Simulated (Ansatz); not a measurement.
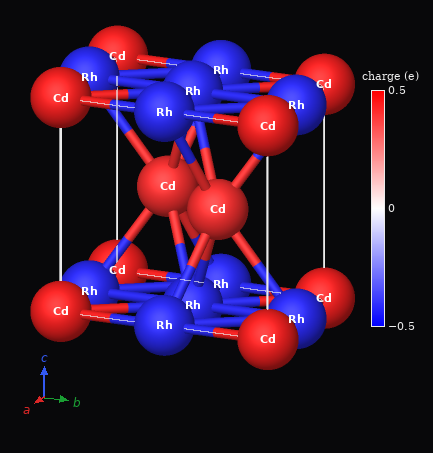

Crystal structure, ball-and-stick style, seen slightly off an axis. One simulation cell is framed, with atoms on its boundary repeated. The atoms of this CdRh cell are coloured by their Bader charge.

Theory: DFT, PAW plane waves, r2SCAN in Ansatz 0.2.0. Numerical settings: an energy cutoff of 500 eV, a 7×7×8 grid in reciprocal space, Fermi-Dirac smearing of 0.1 eV, no spin polarisation. The pressure of the cell is 15 GPa.

Question: Which way does the charge move?

Answer: Most positive: Cd; most negative: Rh. Charges: about Cd +0.4 e; Rh -0.4 e.

The structure is a generated cell, made by putting these elements into a known structure type (the compound may or may not exist in this form); no relaxation was done. An electronic-structure calculation with Ansatz was run on it.

At this level of theory the cell isn't at rest (compressed, at 15 GPa), so its distances can differ from those at equilibrium, the more so the softer the solid.
